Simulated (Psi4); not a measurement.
**Geometry relaxation, with input and output: NiF2 (part 3 of 3)**

The same run, continued: NiF2, multiplicity 3; PBE0/def2-SVP, UKS, dispersion D3(BJ) (Psi4 1.11). The geometry comes from this level: GFN2-xTB.

Geometry of the input (Å):
```
Ni -0.0002  -0.0001  -0.0003
F  -0.0169  -0.0209  1.6765
F  0.0171  0.0211  -1.6762
```

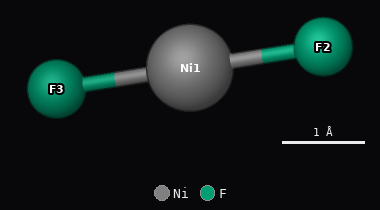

Figure 1. The geometry at step 1 of the log (ball-and-stick view, seen at a tilt; atoms are numbered from 1 in the order of the input).

### What the program printed, continued
```
	----------------------------------------------------------------------------------------------
	   Step    Total Energy     Delta E     Max Force     RMS Force      Max Disp      RMS Disp
	----------------------------------------------------------------------------------------------
	  Convergence Criteria     1.00e-06 *    3.00e-04 *             o    1.20e-03 *             o
	----------------------------------------------------------------------------------------------
	     2   -1707.24578366   -7.06e-04      3.28e-03      2.29e-03 o    1.07e-02      7.43e-03 o  ~
	----------------------------------------------------------------------------------------------

Next Geometry in Ang
	Fragment 1 (Ang)

	   Ni   0.0001070019   0.0000160516   0.0000000000
	    F   0.0254859541   1.7027346509   0.0000000000
	    F  -0.0258916995  -1.7026750172   0.0000000000

    Structure for next step:
    Molecular point group: cs
    Full point group: Cs

    Geometry (in Angstrom), charge = 0, multiplicity = 3:

    NI           0.000122735134    -0.000005452163     0.000000000000
    F            0.025501687348     1.702713147192     0.000000000000
    F           -0.025875966277    -1.702696520903     0.000000000000

gradient() will perform analytic gradient computation.

   => Loading Basis Set <=

    Name: DEF2-SVP
    Role: ORBITAL
    Keyword: BASIS

   => PBE0-D3(BJ): Empirical Dispersion <=

        s6 =       1.000000
        s8 =       1.217700
        a1 =       0.414500
        a2 =       4.859300

         ---------------------------------------------------------
                                   SCF
                              UKS Reference
                        1 Threads,   1525 MiB Core
         ---------------------------------------------------------

  ==> Geometry <==

    Molecular point group: cs
    Full point group: Cs

    Geometry (in Angstrom), charge = 0, multiplicity = 3:

       Center              X                  Y                   Z               Mass
    ------------   -----------------  -----------------  -----------------  -----------------
         NI           0.000122735134    -0.000005452163     0.000000000000    57.935342410000
         F            0.025501687348     1.702713147192     0.000000000000    18.998403162730
         F           -0.025875966277    -1.702696520903     0.000000000000    18.998403162730

  Running in cs symmetry.

  Rotational constants: A = 7642139.31708  B =      0.15299  C =      0.15299 [cm^-1]
  Rotational constants: A = 229105573024.54666  B =   4586.61750  C =   4586.61740 [MHz]
  Nuclear repulsion =  169.203841916129022

  Charge       = 0
  Multiplicity = 3
  Electrons    = 46
  Nalpha       = 24
  Nbeta        = 22

  ==> Algorithm <==

  SCF Algorithm Type is DF.
  DIIS enabled.
  MOM disabled.
  Fractional occupation disabled.
  Guess Type is READ.
  Energy threshold   = 1.00e-08
  Density threshold  = 1.00e-08
  Integral threshold = 1.00e-12

  ==> Primary Basis <==

  Basis Set: DEF2-SVP
    Blend: DEF2-SVP
    Number of shells: 23
    Number of basis functions: 59
    Number of Cartesian functions: 66
    Spherical Harmonics?: true
    Max angular momentum: 3

  ==> DFT Potential <==

   => LibXC <=

    Version 7.1.2

   => Composite Functional: PBE0-D3BJ2B <=

    PBE0-d3bj2b Hyb-GGA Exchange-Correlation Functional

    Deriv               =              1
    GGA                 =           TRUE
    Meta                =          FALSE

    Exchange Hybrid     =           TRUE
    MP2 Hybrid          =          FALSE

   => Exchange Functionals <=

    0.7500   Perdew, Burke & Ernzerhof

   => Exact (HF) Exchange <=

    0.2500               HF

   => Correlation Functionals <=

    1.0000   Perdew, Burke & Ernzerhof

   => LibXC Density Thresholds  <==

    XC_HYB_GGA_XC_PBEH:  1.00E-15

   => Molecular Quadrature <=

    Radial Scheme          =       TREUTLER
    Pruning Scheme         =           NONE
    Nuclear Scheme         =       TREUTLER

    Blocking Scheme        =         OCTREE
    BS radius alpha        =              1
    Pruning alpha          =              1
    Radial Points          =             75
    Spherical Points       =            302
    Total Points           =          65860
    Total Blocks           =            576
    Max Points             =            254
    Max Functions          =             58
    Weights Tolerance      =       1.00E-15

   => Loading Basis Set <=

    Name: (DEF2-SVP AUX)
    Role: JKFIT
    Keyword: DF_BASIS_SCF

   => Loading Basis Set <=

    Name: DEF2-SVP
    Role: ORBITAL
    Keyword: BASIS

  Reading orbitals from file s0/output.default.3565788.180.npy, no projection.

  ==> Integral Setup <==

  DFHelper Memory: AOs need 0.013 GiB; user supplied 1.035 GiB.
  SCF_SUBTYPE=INCORE selected. In-core MEM_DF algorithm will be used.
  Using in-core AOs.

  ==> MemDFJK: Density-Fitted J/K Matrices <==

    J tasked:                   Yes
    K tasked:                   Yes
    wK tasked:                   No
    Memory [MiB]:              1059
    Algorithm:                 Core
    Schwarz Cutoff:           1E-12
    Mask sparsity (%):       2.0684
    Fitting Condition:        1E-10

   => Auxiliary Basis Set <=

  Basis Set: (DEF2-SVP AUX)
    Blend: DEF2-UNIVERSAL-JKFIT
    Number of shells: 108
    Number of basis functions: 418
    Number of Cartesian functions: 563
    Spherical Harmonics?: true
    Max angular momentum: 6

  Cached 100.0% of DFT collocation blocks in 0.082 [GiB].

  Minimum eigenvalue in the overlap matrix is 4.2054705346E-02.
  Reciprocal condition number of the overlap matrix is 1.4756525287E-02.
    Using symmetric orthogonalization.

  ==> Pre-Iterations <==

  SCF Guess: Orbitals guess was supplied from a previous computation.

   -------------------------------------------------------
    Irrep   Nso     Nmo     Nalpha   Nbeta   Ndocc  Nsocc
   -------------------------------------------------------
     A'        41      41      18      17      17       1
     A"        18      18       6       5       5       1
   -------------------------------------------------------
    Total      59      59      24      22      22       2
   -------------------------------------------------------

  ==> Iterations <==

                           Total Energy        Delta E     RMS |[F,P]|

   @DF-UKS iter   0: -1707.24248073121203   -1.70724e+03   5.43719e-04
   @DF-UKS iter   1: -1707.24581640097244   -3.33567e-03   2.58939e-05 DIIS
   @DF-UKS iter   2: -1707.24581568782332    7.13149e-07   4.84424e-05 DIIS
   @DF-UKS iter   3: -1707.24581711645169   -1.42863e-06   7.73318e-06 DIIS
   @DF-UKS iter   4: -1707.24581716914599   -5.26943e-08   3.92250e-06 DIIS
   @DF-UKS iter   5: -1707.24581718190166   -1.27557e-08   1.52222e-06 DIIS
   @DF-UKS iter   6: -1707.24581718511399   -3.21234e-09   4.48597e-07 DIIS
   @DF-UKS iter   7: -1707.24581718523336   -1.19371e-10   3.51510e-07 DIIS
   @DF-UKS iter   8: -1707.24581718533068   -9.73159e-11   4.49842e-08 DIIS
   @DF-UKS iter   9: -1707.24581718533364   -2.95586e-12   8.69900e-09 DIIS
  Energy and wave function converged.

  ==> Post-Iterations <==

   Electrons on quadrature grid:
      Nalpha   =   23.9999675859 ; deviation = -3.241e-05
      Nbeta    =   21.9999713404 ; deviation = -2.866e-05
      Ntotal   =   45.9999389263 ; deviation = -6.107e-05

   @Spin Contamination Metric:   4.894387190E-03
   @S^2 Expected:                2.000000000E+00
   @S^2 Observed:                2.004894387E+00
   @S   Expected:                1.000000000E+00
   @S   Observed:                1.000000000E+00

    Orbital Energies [Eh]
    ---------------------

    Alpha Occupied:

       1Ap  -300.279769     2Ap   -36.058059     3Ap   -31.474039
       1App  -31.441227     4Ap   -31.441227     5Ap   -24.739418
       6Ap   -24.739271     7Ap    -4.250603     8Ap    -2.873207
       2App   -2.802108     9Ap    -2.802108    10Ap    -1.149539
      11Ap    -1.136247    12Ap    -0.532953    13Ap    -0.525398
       3App   -0.525398    14Ap    -0.428607     4App   -0.428607
      15Ap    -0.425630    16Ap    -0.417206     5App   -0.417206
       6App   -0.376472    17Ap    -0.376472    18Ap    -0.362399

    Alpha Virtual:

      19Ap    -0.027919     7App    0.083384    20Ap     0.083384
      21Ap     0.149560    22Ap     0.295092     8App    1.012553
      23Ap     1.012553     9App    1.127439    24Ap     1.127439
      25Ap     1.184605    26Ap     1.185066    10App    1.256371
      27Ap     1.256371    11App    1.391159    28Ap     1.391159
      29Ap     1.450220    30Ap     1.768798    31Ap     1.773782
      32Ap     3.058240    12App    3.096243    33Ap     3.096243
      13App    3.100701    34Ap     3.100776    14App    3.106540
      35Ap     3.106614    15App    3.243498    36Ap     3.243498
      37Ap     3.738958    16App    5.374572    38Ap     5.374573
      17App    5.391663    39Ap     5.391663    18App    5.438941
      40Ap     5.438941    41Ap     5.497579

    Beta Occupied:

       1Ap  -300.279484     2Ap   -36.012682     3Ap   -31.422854
       1App  -31.410325     4Ap   -31.410325     5Ap   -24.733030
       6Ap   -24.732886     7Ap    -4.149497     8Ap    -2.725512
       2App   -2.712986     9Ap    -2.712986    10Ap    -1.134993
      11Ap    -1.120959    12Ap    -0.512648    13Ap    -0.419366
       3App   -0.412772    14Ap    -0.412772    15Ap    -0.392222
       4App   -0.392222    16Ap    -0.377812     5App   -0.377812
      17Ap    -0.338029

    Beta Virtual:

       6App   -0.140742    18Ap    -0.140742    19Ap    -0.022091
       7App    0.088298    20Ap     0.088298    21Ap     0.157486
      22Ap     0.303276     8App    1.059737    23Ap     1.059737
       9App    1.145306    24Ap     1.145307    25Ap     1.190950
      26Ap     1.191026    27Ap     1.268176    10App    1.268176
      11App    1.429072    28Ap     1.429072    29Ap     1.455890
      30Ap     1.779024    31Ap     1.780533    32Ap     3.065432
      12App    3.103866    33Ap     3.103866    13App    3.115915
      34Ap     3.115987    14App    3.121773    35Ap     3.121845
      15App    3.254326    36Ap     3.254326    37Ap     3.748686
      16App    5.471896    38Ap     5.471896    17App    5.483085
      39Ap     5.483085    18App    5.499136    40Ap     5.499137
      41Ap     5.560334

    Final Occupation by Irrep:
             Ap   App
    DOCC [    17,    5 ]
    SOCC [     1,    1 ]
    NA   [    18,    6 ]
    NB   [    17,    5 ]

  @DF-UKS Final Energy: -1707.24581718533364

   => Energetics <=

    Nuclear Repulsion Energy =            169.2038419161290221
    One-Electron Energy =               -2710.1839123507597833
    Two-Electron Energy =                 896.9956632636650511
    DFT Exchange-Correlation Energy =     -63.2606657443080849
    Empirical Dispersion Energy =          -0.0007442700598972
    VV10 Nonlocal Energy =                  0.0000000000000000
    Total Energy =                      -1707.2458171853336353

  UHF NO Occupations:
  HONO-2 :   17 Ap 1.9990219
  HONO-1 :    6App 1.0000000
  HONO-0 :   18 Ap 1.0000000
  LUNO+0 :   19 Ap 0.0009781
  LUNO+1 :   20 Ap 0.0003281
  LUNO+2 :    7App 0.0003281
  LUNO+3 :    8App 0.0002219

Computation Completed

Properties will be evaluated at   0.000000,   0.000000,   0.000000 [a0]

Properties computed using the SCF density matrix

 Multipole Moments:

 ------------------------------------------------------------------------------------
     Multipole            Electronic (a.u.)      Nuclear  (a.u.)        Total (a.u.)
 ------------------------------------------------------------------------------------

 L = 1.  Multiply by 2.5417464519 to convert [e a0] to [Debye]
 Dipole X            :          0.0004068            0.0001286            0.0005354
 Dipole Y            :         -0.0000341           -0.0000057           -0.0000398
 Dipole Z            :          0.0000000            0.0000000            0.0000000
 Magnitude           :                                                    0.0005369

 ------------------------------------------------------------------------------------

	total time  =          2 seconds =       0.03 minutes

         ------------------------------------------------------------
                                   SCF GRAD
         ------------------------------------------------------------

  ==> Geometry <==

    Molecular point group: cs
    Full point group: Cs

    Geometry (in Angstrom), charge = 0, multiplicity = 3:

       Center              X                  Y                   Z               Mass
    ------------   -----------------  -----------------  -----------------  -----------------
         NI           0.000122735134    -0.000005452163     0.000000000000    57.935342410000
         F            0.025501687348     1.702713147192     0.000000000000    18.998403162730
         F           -0.025875966277    -1.702696520903     0.000000000000    18.998403162730

  Nuclear repulsion =  169.203841916129022

  ==> Basis Set <==

  Basis Set: DEF2-SVP
    Blend: DEF2-SVP
    Number of shells: 23
    Number of basis functions: 59
    Number of Cartesian functions: 66
    Spherical Harmonics?: true
    Max angular momentum: 3

  ==> DFJKGrad: Density-Fitted SCF Gradients <==

    Gradient:                    1
    J tasked:                  Yes
    K tasked:                  Yes
    wK tasked:                  No
    Integrals threads:           1
    Memory [MiB]:             1144
    Schwarz Cutoff:          1E-12
    Fitting Condition:       1E-10

   => Auxiliary Basis Set <=

  Basis Set: (DEF2-SVP AUX)
    Blend: DEF2-UNIVERSAL-JKFIT
    Number of shells: 108
    Number of basis functions: 418
    Number of Cartesian functions: 563
    Spherical Harmonics?: true
    Max angular momentum: 6

  ==> DFT Potential <==

   => LibXC <=

    Version 7.1.2

   => Composite Functional: PBE0-D3BJ2B <=

    PBE0-d3bj2b Hyb-GGA Exchange-Correlation Functional

    Deriv               =              1
    GGA                 =           TRUE
    Meta                =          FALSE

    Exchange Hybrid     =           TRUE
    MP2 Hybrid          =          FALSE

   => Exchange Functionals <=

    0.7500   Perdew, Burke & Ernzerhof

   => Exact (HF) Exchange <=

    0.2500               HF

   => Correlation Functionals <=

    1.0000   Perdew, Burke & Ernzerhof

   => LibXC Density Thresholds  <==

    XC_HYB_GGA_XC_PBEH:  1.00E-15

   => Molecular Quadrature <=

    Radial Scheme          =       TREUTLER
    Pruning Scheme         =           NONE
    Nuclear Scheme         =       TREUTLER

    Blocking Scheme        =         OCTREE
    BS radius alpha        =              1
    Pruning alpha          =              1
    Radial Points          =             75
    Spherical Points       =            302
    Total Points           =          65860
    Total Blocks           =            576
    Max Points             =            254
    Max Functions          =             58
    Weights Tolerance      =       1.00E-15

  -Total Gradient:
     Atom            X                  Y                   Z
    ------   -----------------  -----------------  -----------------
       1        0.000007381203    -0.000010289365     0.000000000000
       2       -0.000006430301    -0.000221469870     0.000000000000
       3        0.000000416788     0.000231773639     0.000000000000

	total time  =          0 seconds =       0.00 minutes

    			-----------------------------------------

    			 OPTKING 3.0: for geometry optimizations

    			        with contributions from

    			-----------------------------------------

	                            ===> Fragment 1 <==

	 Z (Atomic Numbers)          Masses                          Geom
	      28.000000            57.935342          0.00023194 -0.00001030  0.00000000
	       9.000000            18.998403          0.04819120  3.21766152  0.00000000
	       9.000000            18.998403         -0.04889849 -3.21763010  0.00000000

	 - Coordinate -           - BOHR/RAD -       - ANG/DEG -
	 R(1,2)           =         3.218029           1.702908
	 R(1,3)           =         3.217995           1.702890
	 L(2,1,3)         =         3.141229         179.979136
	 l(2,1,3)         =         3.141593         180.000000

	        --- Internal Coordinate Step in ANG or DEG, aJ/ANG or AJ/DEG ---
	-------------------------------------------------------------------------------
	           Coordinate      Previous         Force          Change          New
	           ----------      --------        ------          ------        ------
	               R(1,2)       1.70291        0.00183        0.00039       1.70330
	               R(1,3)       1.70289        0.00191        0.00040       1.70329
	             L(2,1,3)     179.97914        0.00000        0.00274     179.98188
	             l(2,1,3)     180.00000        0.00000        0.00000     180.00000
	-------------------------------------------------------------------------------

	                                 ==> Convergence Check <==

	Measures of convergence in internal coordinates in au.

	Criteria marked as inactive (o), active & met (*), and active & unmet ( ).

	----------------------------------------------------------------------------------------------
	   Step    Total Energy     Delta E     Max Force     RMS Force      Max Disp      RMS Disp
	----------------------------------------------------------------------------------------------
	  Convergence Criteria     1.00e-06 *    3.00e-04 *             o    1.20e-03 *             o
	----------------------------------------------------------------------------------------------
	     3   -1707.24581719   -3.35e-05      2.32e-04 *    1.60e-04 o    7.63e-04 *    5.30e-04 o  ~
	----------------------------------------------------------------------------------------------

Next Geometry in Ang
	Fragment 1 (Ang)

	   Ni   0.0000956934   0.0000001129   0.0000000000
	    F   0.0255211817   1.7031062716   0.0000000000
	    F  -0.0258684189  -1.7030952104   0.0000000000

    Final optimized geometry and variables:
    Molecular point group: cs
    Full point group: Cs

    Geometry (in Angstrom), charge = 0, multiplicity = 3:

    NI           0.000122735134    -0.000005452163     0.000000000000
    F            0.025501687348     1.702713147192     0.000000000000
    F           -0.025875966277    -1.702696520903     0.000000000000
```

### Standard output
```
Memory set to   1.490 GiB by Python driver.
  Threads set to 1 by Python driver.
Optimizer: Optimization complete!
pbe0-d3bj energy: -1707.2458171853 Eh
```

### Trajectory as extended XYZ (Å, eV, eV/Å), 3 frames, from step=0 to step=2
```
3
Properties=species:S:1:pos:R:3:forces:R:3 step=0 energy=-46456.50521
Ni   -0.0002   -0.0001   -0.0003   -0.0001  -0.0003   0.0289
F    -0.0169   -0.0209    1.6765   -0.0079  -0.0097   0.7720
F     0.0171    0.0211   -1.6762    0.0081   0.0100  -0.8010
3
Properties=species:S:1:pos:R:3:forces:R:3 step=1 energy=-46456.52444
Ni   -0.0002   -0.0001   -0.0002    0.0003   0.0001   0.0052
F    -0.0171   -0.0212    1.6970   -0.0018  -0.0021   0.1636
F     0.0173    0.0213   -1.6972    0.0016   0.0020  -0.1688
3
Properties=species:S:1:pos:R:3:forces:R:3 step=2 energy=-46456.52535
Ni   -0.0002   -0.0001   -0.0001    0.0003   0.0002   0.0005
F    -0.0172   -0.0213    1.7026   -0.0003  -0.0002   0.0114
F     0.0173    0.0214   -1.7028    0.0000   0.0001  -0.0119
```

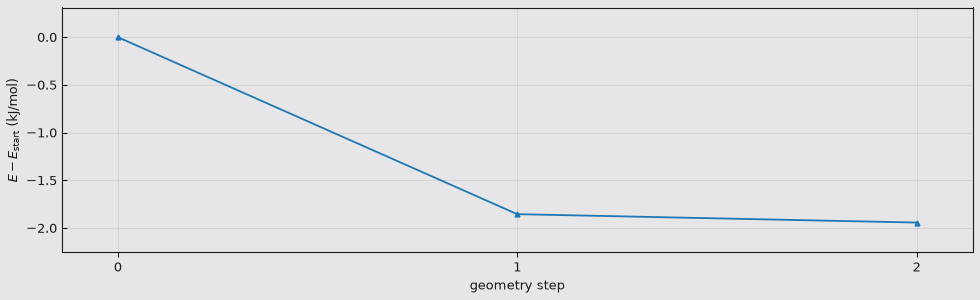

Figure 2. Progress of the relaxation, step by step (steps are counted from 0).

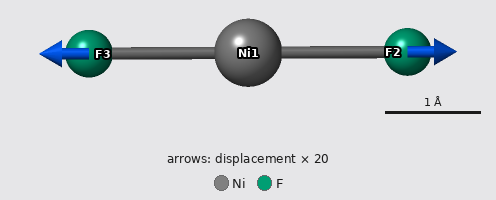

Figure 3. The starting structure with the displacements as blue arrows, magnified 20 times (ball-and-stick view, seen at a tilt). The two geometries are laid on each other by the best rigid fit. Over 2 geometry steps the energy falls by 1.94 kJ/mol. The largest force component goes from 0.8 to 0.012 eV/Å. The largest moves after the best rigid fit, 0.026 Å, are those of F2 and F3. Ni stays in place. Distances before and after: Ni1–F2 1.677 → 1.703 Å. (Atoms are counted from 1 in the order of the input.)

### Summary

- outcome: converged
- total energy: −1707.245817 hartree
- dispersion energy: −0.000744 hartree
- basis functions: 59
- ⟨S²⟩: 2.005
- dipole moment: 0.00 D
- hardware: 1 thread of Intel Xeon (Granite Rapids), 160 GiB of memory available, shared host
- wall time: 10 s
- peak memory: 0.36 GiB
